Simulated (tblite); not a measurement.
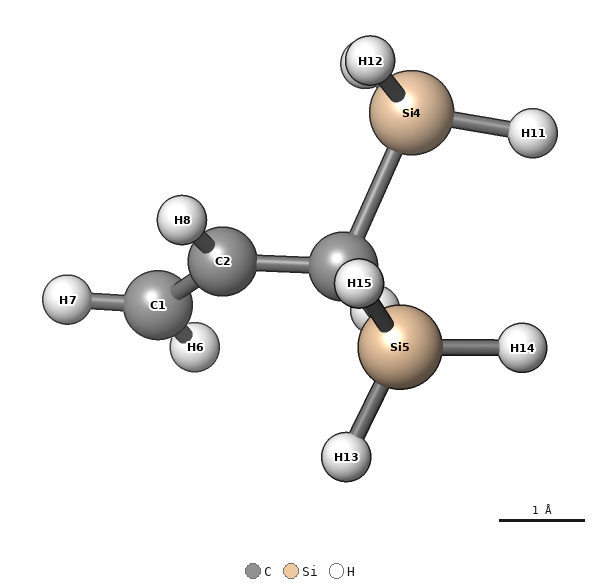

The structure as given in the input (ball-and-stick view, seen at a tilt; atoms are numbered from 1 in the order of the input). Bond lengths as drawn: C–C 1.35 to 1.43 Å, C–H 1.08 to 1.09 Å, C–Si 2.00 Å and H–Si 1.46 Å.

## C$_{3}$H$_{10}$Si$_{2}$ (charge +1): frequency calculation

The run: frequency calculation of C$_{3}$H$_{10}$Si$_{2}$, charge +1, multiplicity 2. Method and program: GFN2-xTB harmonic vibrations, gas phase (tblite 0.8.0).

It belongs to a series of runs on one base structure; here: electron removed.

Log
```
mode    cm-1     km/mol
  1      71.7      8.28
  2      89.3      0.00
  3     122.7      0.04
  4     162.8      0.14
  5     215.1      6.11
  6     230.0      0.49
  7     347.8      6.04
  8     438.0      5.35
  9     461.5     22.63
 10     468.3     41.94
 11     473.8    134.90
 12     489.6     55.61
 13     489.9    180.01
 14     633.7     62.91
 15     714.5      0.12
 16     720.2     59.97
 17     731.9    255.85
 18     738.2    270.88
 19     754.9    373.23
 20     770.7    215.27
 21     848.0      0.35
 22     900.7      9.02
 23     952.3      4.67
 24    1023.5     38.24
 25    1163.2     42.81
 26    1224.3      0.68
 27    1285.5     18.24
 28    1375.4     10.36
 29    1525.5     35.50
 30    2270.4     49.40
 31    2276.5    122.06
 32    2321.3     24.34
 33    2332.6    203.39
 34    2333.0      9.71
 35    2344.6    431.90
 36    2961.2     12.15
 37    3056.1      7.17
 38    3093.9      9.75
 39    3135.3      1.88
```

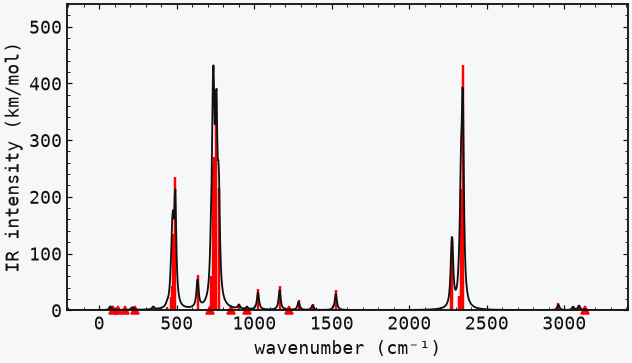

Harmonic infrared spectrum, unscaled: sticks (degenerate modes added up, dark ones marked on the axis) with a Lorentzian envelope of 16 cm⁻¹ full width, scaled to the tallest stick. 39 modes from 72 to 3135 cm⁻¹, none imaginary. The strongest line is at 2345 cm⁻¹ (432 km/mol).

The run was set up as follows.

The input
```
{"job": {"kind": "ir", "xc": "GFN2-xTB", "basis": "xTB"}, "charge": 1, "multiplicity": 2}
C     -0.060016     2.347111    -0.511541
C     -0.182417     1.196557     0.193444
C      0.120812    -0.102088    -0.330555
Si     1.540994    -1.014952     0.741631
Si    -1.472064    -1.309475    -0.271582
H      0.282924     2.346148    -1.534628
H     -0.298717     3.305045    -0.080505
H     -0.530641     1.246222     1.217640
H      0.461832    -0.032997    -1.365138
H      2.636988    -0.054962     0.606714
H      1.754579    -2.280899     0.052388
H      1.013341    -1.128927     2.095758
H     -2.414086    -0.549636    -1.094372
H     -1.005525    -2.551923    -0.873562
H     -1.852418    -1.407235     1.132394
```

The first line tells a small driver script what to run in tblite; the rest is the geometry in Å.

Launch command:
```bash
OMP_NUM_THREADS=1 python <driver script> task.json out
```

Results in brief

- outcome: converged
- total energy: −393.8996 eV
- zero-point energy: 65.1140 kcal/mol
- hardware: 1 CPU thread, shared host
- peak memory: 0.18 GiB
